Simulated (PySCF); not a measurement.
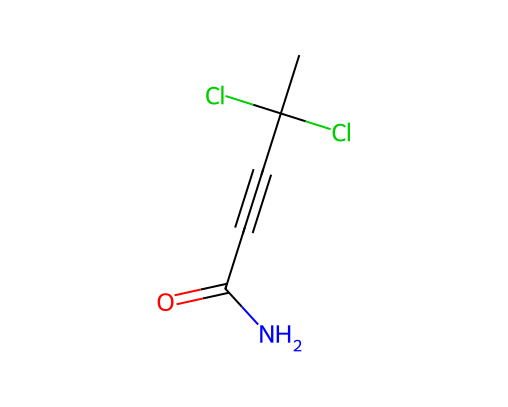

A structural formula.

**Write the SMILES.**

CC(Cl)(Cl)C#CC(N)=O

**Give the formula, hydrogens included.**

C5H5Cl2NO.

The parts below concern this one geometry. Atoms keep their numbers from picture to picture. Computed geometry: GFN2-xTB optimisation. No frequency run is at hand to confirm it as a minimum.

### Shape

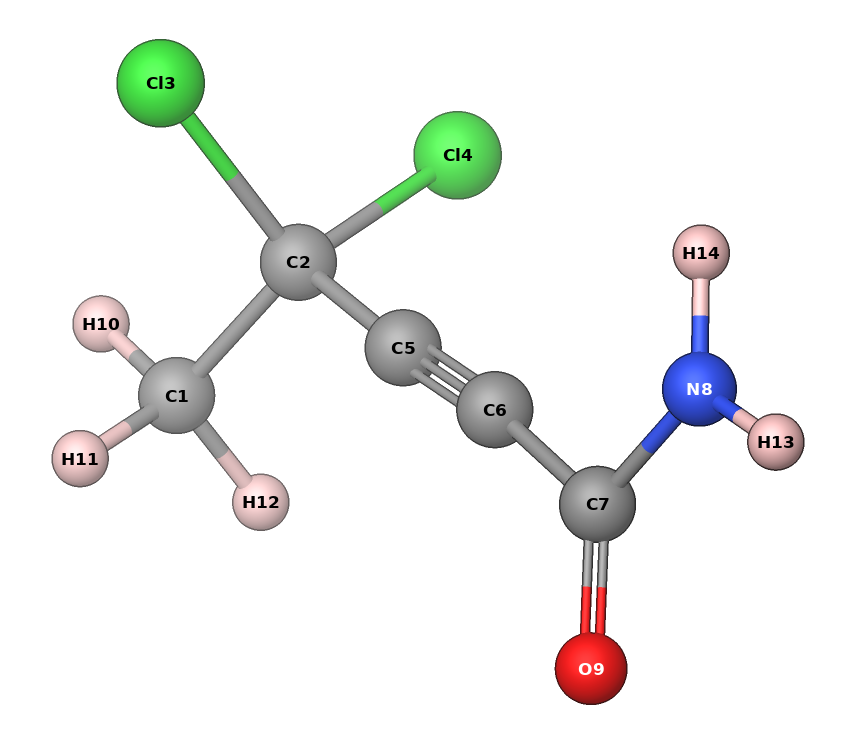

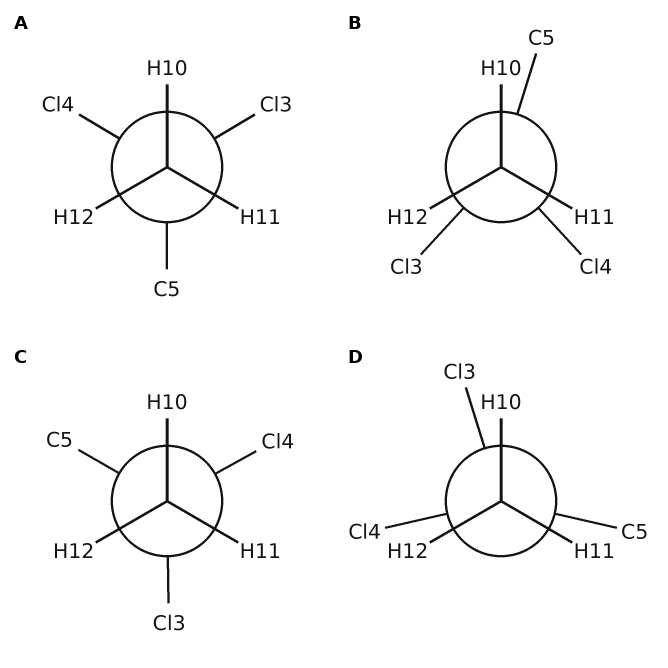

Depth is shown by fading: the farther an atom, the more it takes the colour of the background. Bonds that would overlap in a projection are set slightly apart. No frequency run is at hand to confirm it as a minimum.

**Which Newman projection shows the view along C1–C2, with C1 in front?**

A. The torsion angle H10–C1–C2–Cl3 is 59°, synclinal (gauche).

### Dipole moment

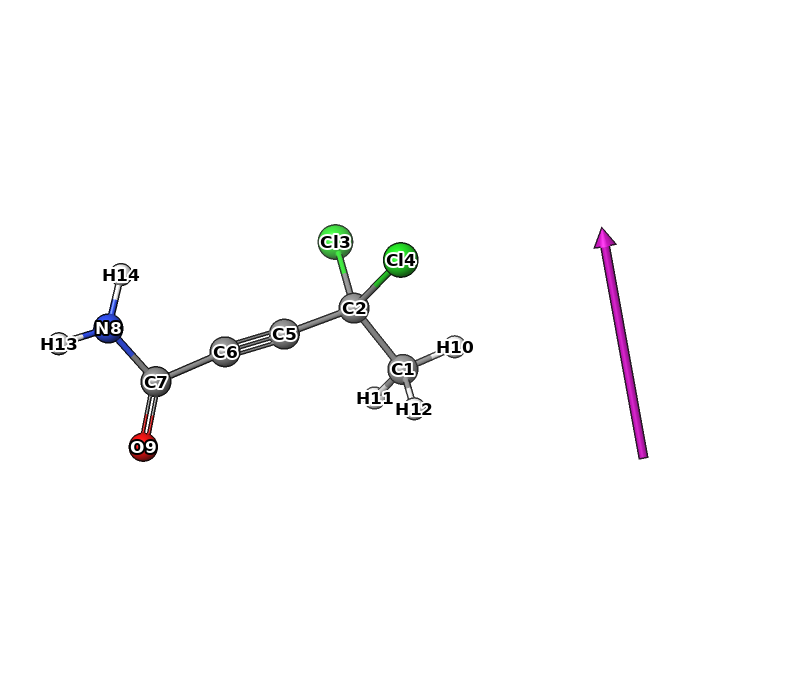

The arrow beside the molecule shows the direction of the dipole moment, from the negative to the positive end (its length means nothing). No frequency run is at hand to confirm it as a minimum. Level of theory: CAM-B3LYP/def2-SVPD, gas phase (PySCF 2.14.0).

**Estimate the dipole moment.**

1.94 D; it points from the side of H12 to the side of H14 (the outermost atoms at the two ends).

### Excitation

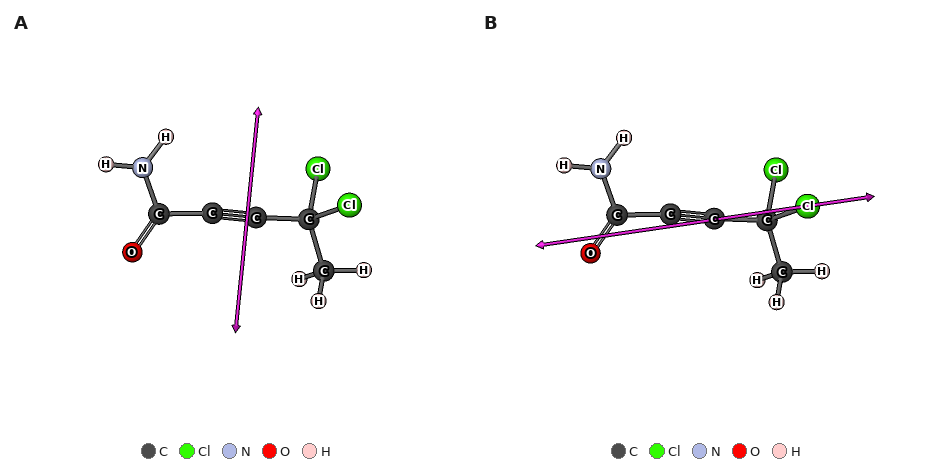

The double arrows show the directions of two transition dipoles from the ground state (lengths mean nothing). No frequency run is at hand to confirm it as a minimum. Method: TDDFT CAM-B3LYP/def2-SVPD, vertical, gas phase, core orbitals frozen in the response (PySCF 2.14.0).

**One belongs to singlet state 3 and one to singlet state 6. Which is which?**

A: state 6, 6.51 eV (191 nm), oscillator strength 0.018, mainly HOMO−3 → LUMO (weight 0.63).
B: state 3, 5.77 eV (215 nm), oscillator strength 0.088, of mixed character, with the largest part HOMO−2 → LUMO (weight 0.43).

### Polarisability

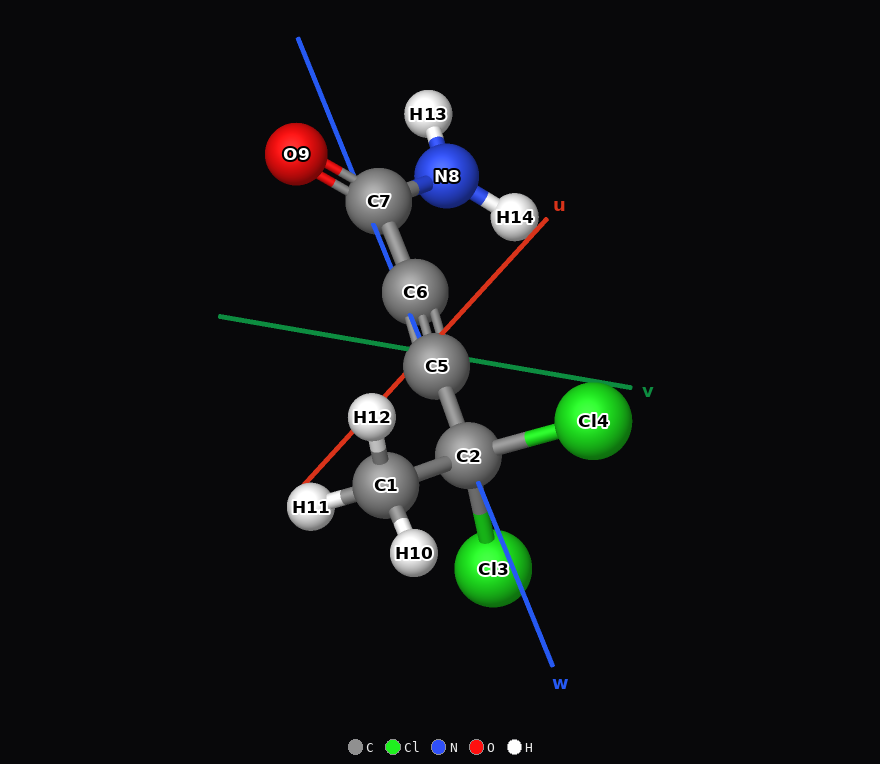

The lines u, v and w are the principal axes of the static dipole polarisability. No frequency run is at hand to confirm it as a minimum. Computed with CAM-B3LYP/def2-SVPD (PySCF 2.14.0).

**Along which axis is the molecule most polarisable, and along which least?**

Most along w (nearly parallel to the C6–C7 bond), least along u.

**Give the three principal values.**

u 84.3, v 90.8, w 129.0 bohr³; mean 101.4, anisotropy 41.8 bohr³.
